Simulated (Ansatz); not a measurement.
# AlBiSe3 (model cell, started as cubic perovskite with Al in the octahedra): following an unstable mode, part 3 of 3

Which phase does AlBiSe3 (model cell, started as cubic perovskite with Al in the octahedra) fall into along its unstable mode, and how much energy does it gain?

Ansatz 0.2.0; DFT PBEsol, scalar-relativistic, plane waves, PAW.

So far. Step 4 (The mode frozen in, largest atomic shift 0.6 Å): The run ends at a pressure of 0.27 GPa, with forces up to 0.39 eV/Å. Step 5 (Energy along the mode, all amplitudes (two of the runs …): The lowest of the steps tried is the last one, at 0.6 Å, 196 meV/atom below the parent; the bottom of the well need not coincide with a step. The relaxed cell has a = 6.677, c = 5.115 Å (conventional setting).

The structure was built from a prototype and need not be the compound's stable phase.

## 7. Modes of the new phase

A relaxed structure may still be a saddle point, so its zone-centre modes are computed. No field response is asked, since the mesh shows no gap.

File input.yaml:

```yaml
crystal:
  lattice:
    - [-5.1146229516, 0.0, 0.0]
    - [0.0, -4.7211407413, -4.7211407413]
    - [0.0, -4.7211407413, 4.7211407413]
  atoms:
    - { symbol: Bi, position: [0.0, 1.0, 0.0] }
    - { symbol: Bi, position: [0.0, 0.5, 0.5] }
    - { symbol: Al, position: [0.5, 0.0, 0.5] }
    - { symbol: Al, position: [0.5, 0.5, 0.0] }
    - { symbol: Se, position: [0.5, 0.672196559, 0.672196559] }
    - { symbol: Se, position: [0.5, 0.327803441, 0.327803441] }
    - { symbol: Se, position: [0.5, 0.827803441, 0.172196559] }
    - { symbol: Se, position: [0.5, 0.172196559, 0.827803441] }
    - { symbol: Se, position: [1.0, 0.0, 0.5] }
    - { symbol: Se, position: [1.0, 0.5, 0.0] }
kpoints:
  mp_grid: { grid: [6, 6, 6] }
hamiltonian:
  xc: pbesol
scf:
  occupations: { method: methfessel_paxton, width: 0.15 }
output:
  eigenvalues: true
phonons:
  method: dfpt
```

On the command line:

```
> ansatz run input.yaml --threads 8 --pin off --max-ram 14336MiB --backend cpu --events-out ev --progress --plain --runs-dir out
```

Numbers of over 12 decimals in the logs are rounded to 6 here.

Output:

```text
zone centre: on kpoints.mp_grid the ground state, and the responses unless they are solved on pairs of k-points, stand on 80 of the mesh's 216 k-points, reduced under 2 symmetry operations, with k and −k counted as one. Each operation leaves every solved displacement unchanged or reverses it
[...]
Crystal: 10 atoms, lattice volume = 228.001 Å³
Basis set: ecut = 420 eV, 4441 PW (Γ), exchange–correlation on 72×96×96 points (8 copies of the dense FFT grid, shifted against one another)
Bands: 80, of which v1, the nominal top of the filled ones, is band 66 counted from 1 (65 counted from 0)
Symmetry: 16 space group operations
k-points: 80 of 216 (irreducible under 2 space group operations, time reversal used)
[...]
SCF iter   1: F=—  HF=-58082.121065 eV  |F-HF|=—  |Δ(HF+E_count)|=         —  Δρ=3.27e-3  dr2=4.22e-2  ethr=1.77e-3  ⟨swp⟩=7.2  Hψ=24991  notcnv=0  defer=34
[...]
SCF iter  12: F=-58082.108034 eV  HF=-58082.108034 eV  |F-HF|=2.18e-11  |Δ(HF+E_count)|=  7.28e-12  S|Δr|=    0.00e0  Δρ=2.80e-8  dr2=2.32e-12  ethr=1.00e-12  ⟨swp⟩=11.5  Hψ=35498  notcnv=0
SCF 1 converged in 12 iterations: F = -58082.108034 eV  dr2 = 2.32e-12
[...]
DFPT response loops at Γ: preconditioner auto → Kerker (q_TF=auto, 2.491 Å⁻¹) (partly filled bands, converged f_vac=0.000); β = 1.00, the filter's whole step (`scf.mixing.beta` (0.50) is not read by the response loops under this deck's `scf.mixing.preconditioner`; to damp them name `kerker` or `kerker_dos`, under which they read `scf.mixing.beta`, and type it under 1.00, their step now; both keys bind the ground state too); Broyden in place of MSR1
SCF converged after 12 iterations
[...]
Free energy (F): -58082.108034 eV
[...]
Internal energy: -58082.106537 eV  (E = F + TS)
E sigma→0 (E₀):  -58082.107660 eV
Entropy (-TS):   -0.001497 eV (-0.150 meV/atom)
Fermi energy:    9.542388 eV
[...]
--- Band table (eV; the first three rows and the last of 80) ---
  k-point 0: bands = [... 62 lower, 7.8846, 8.3374, 9.0987, 9.0987, 10.7199, 11.5924, 11.8189, 11.8189, ... 10 higher]
  k-point 1: bands = [... 62 lower, 7.8559, 8.3509, 8.8627, 9.0272, 11.0472, 11.4256, 11.4395, 11.5637, ... 10 higher]
  k-point 2: bands = [... 62 lower, 7.9668, 8.3525, 8.7418, 9.0310, 10.2965, 10.6022, 11.5653, 11.6823, ... 10 higher]
  k-point 79: bands = [... 62 lower, 9.0666, 9.0666, 9.0990, 9.0990, 9.5688, 9.5688, 11.5393, 11.5393, ... 10 higher]
--- Phonons (Γ-DFPT): 10 representative perturbations + reference, on 80 of 216 k-points (Σ response iterations 35) ---
  k mesh reduced under 2 symmetry operations, with k and −k counted as one. Each operation leaves every solved displacement unchanged or reverses it
  ASR residual: 1.070e-4 → 0.000e0 eV/Å²; symmetrization residual: 1.593e-5 eV/Å²
  ASR residual per site (eV/Å²): 5.17e-5 5.17e-5 1.07e-4 1.07e-4 1.59e-5 1.59e-5 1.59e-5 1.59e-5 1.12e-5 1.12e-5
  Γ frequencies (cm⁻¹): -87.30 -87.30 -72.96 -72.96 -26.60 0.00 0.00 0.00 15.99 32.80 32.80 78.21 78.21 84.35 94.86 101.78 118.25 118.25 127.50 127.50 132.78 133.34 173.39 211.98 217.58 221.63 308.61 308.61 317.70 317.70
  non-analytic LO–TO correction: not included (Born effective charges unavailable; polar crystals: no LO–TO splitting at Γ)
```

Wall time 3.5 min (8 threads of Intel Xeon 6975P-C (Granite Rapids), shared host); peak memory 4.9 GiB.

This step gave:

```yaml
sum_rule_residual_before_enforcement: 1.07e-4 eV/Å²
point_group: 4/mmm
highest_optical_mode_at_the_zone_centre_no_lo_to_term: 317.7 cm⁻¹
lowest_optical_zone_centre_mode: -87.3 cm⁻¹
```

Patterns of degenerate modes are one choice out of their space. The modes at Γ (shares of kinetic energy by element, %) (negative means imaginary):

```
mode  frequency (cm⁻¹)  symmetry  Bi %  Al %  Se %
   1             -87.3        Eu    32     0    68
   2             -87.3        Eu    32     0    68
   3             -73.0        Eu    38     0    62
   4             -73.0        Eu    38     0    62
   5             -26.6       A2u    56     6    39
   6               0.0  acoustic    44     6    50
   7               0.0  acoustic    44     6    50
   8               0.0  acoustic    44     6    50
   9              16.0       B1u    91     0     9
  10              32.8        Eu    56     2    43
  11              32.8        Eu    56     2    43
  12              78.2        Eu    22    16    62
  13              78.2        Eu    22    16    62
  14              84.3       B1u     9     0    91
  15              94.9       A2u     0    43    57
  16             101.8       A1u     0    49    51
  17             118.2        Eu     8    13    79
  18             118.2        Eu     8    13    79
  19             127.5        Eg     0     0   100
  20             127.5        Eg     0     0   100
  21             132.8       B1g     0     0   100
  22             133.3       A1g     0     0   100
  23             173.4       B2g     0     0   100
  24             212.0       A2g     0     0   100
  25             217.6       A1u     0    51    49
  26             221.6       A2u     0    46    54
  27             308.6        Eu     0    92     8
  28             308.6        Eu     0    92     8
  29             317.7        Eu     0    71    29
  30             317.7        Eu     0    71    29
```

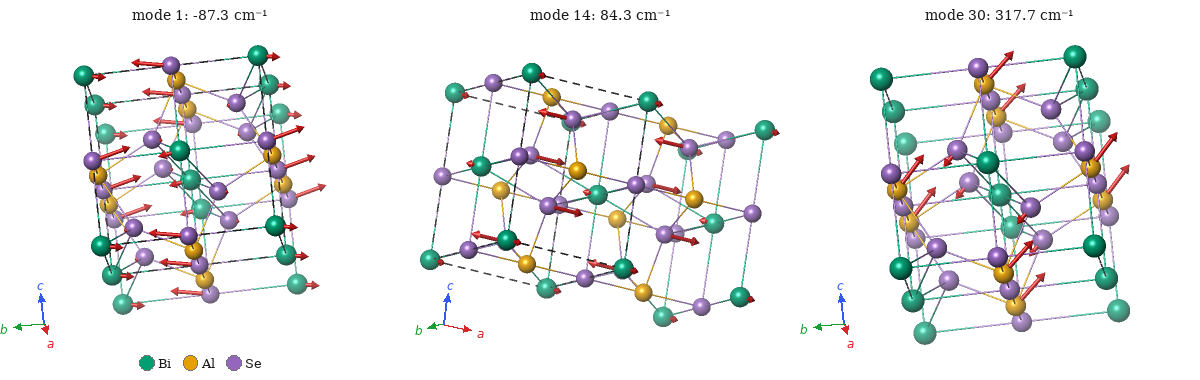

Displacement patterns of modes 1, 14 and 30 at Γ; arrows are exaggerated. 2×1×1 cells are drawn. Some periodic images of atoms are drawn too.

Before it was imposed, the acoustic sum rule was missed by 1.1e-4 eV/Å². Small misses are needed for a sound result but don't prove that mesh and cutoff are converged. The lowest optical mode is imaginary, 87.3i cm⁻¹, so the energy falls along it.

## 8. Results

* unstable mode of the parent: q = (0, -0.5, -0.5), 157i cm⁻¹
* depth at the lowest point sampled: 196 meV/atom
* largest atomic shift at that point: 0.6 Å
* space group reached (within 0.01 Å): P4/mbm
* energy gained over the parent (first relaxation, on the mesh of the frozen mode): 224 meV/atom
* volume per atom, phase reached: 22.8 Å³
* lowest optical zone-centre mode, phase reached: -87.3 cm⁻¹
* highest optical mode at the zone centre (no LO-TO term), phase reached: 318 cm⁻¹

**Reading.** Along this mode the structure falls into P4/mbm, 224 meV/atom below the parent. At the parent's cell the well is 195.8 meV/atom deep on the steps tried, with its lowest point at a shift of 0.6 Å. That is the last step tried, so the steps alone don't bracket the bottom of the well. Relaxing atoms and cell changes the gain by +28.63 meV/atom against the lowest step (energies at zero smearing). The new phase still has an imaginary mode at the zone centre of its cell, so it is a saddle point on the way to a lower structure. Of the 5 patterns followed to their end from this parent, this one ends 68.9 meV/atom above the lowest, Imma. Each path keeps the symmetry of its pattern, so a lower phase may lie along a pattern not tried. With no gap, or one that is small against the smearing, the frequencies hang on the k mesh and the smearing, most of all near Kohn anomalies. Spin-orbit coupling is left out, which can matter for the heavy elements here. A phonon run warned that its eigensolver left some bands unconverged in a pass. The starting cell was built on a prototype and not taken from a measurement, so the phase need not exist.

[Logs are printed without paths, hosts, clocks, repeated set-up lines and the standing remarks that a program may print on its own settings, such as how far it seeks lower states.]

[Hosts, paths, dates, database ids (printed as entryN), source tags and the programs' standing remarks are cut or masked in the printed files.]
